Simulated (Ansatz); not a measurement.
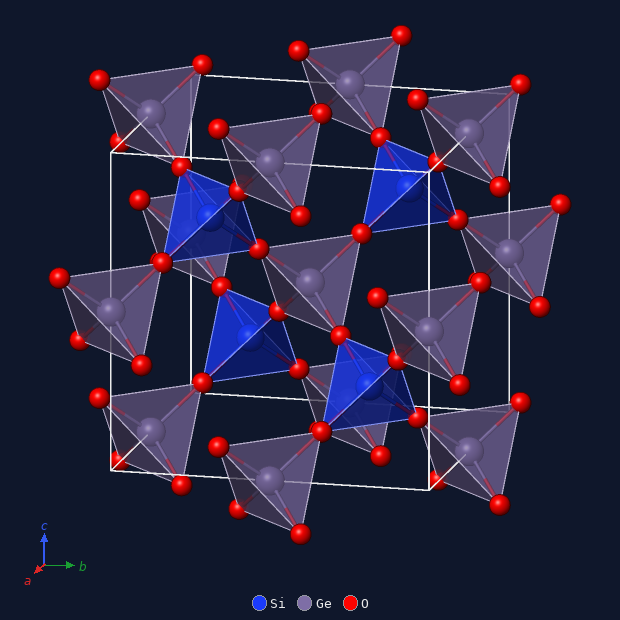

Polyhedra are drawn about Ge and Si (bonds: Ge–O below 1.9 Å and O–Si below 1.8 Å); other atoms are plain spheres.

System SiGeO₄ (space group F-43m, No. 216); source of the atomic positions: the end point of a relaxation in a fixed cell with DFT PBE, scalar-relativistic, plane waves, PAW (Ansatz 0.2.0); the starting structure was generated, so it need not be a known form of this composition.

**What figure surrounds each Ge or Si atom, and what does it share with the other drawn polyhedra?**

Ge: GeO4 tetrahedron, sharing corners with four neighbours; Si: SiO4 tetrahedron, sharing corners with four neighbours.

**How do these polyhedra hang together as a whole?**

They form a three-dimensional framework of corner-sharing tetrahedra.

**Give the Qⁿ label of each tetrahedral site (n: corners shared with another such tetrahedron).**

Qⁿ labels: Ge Q⁴; Si Q⁴.
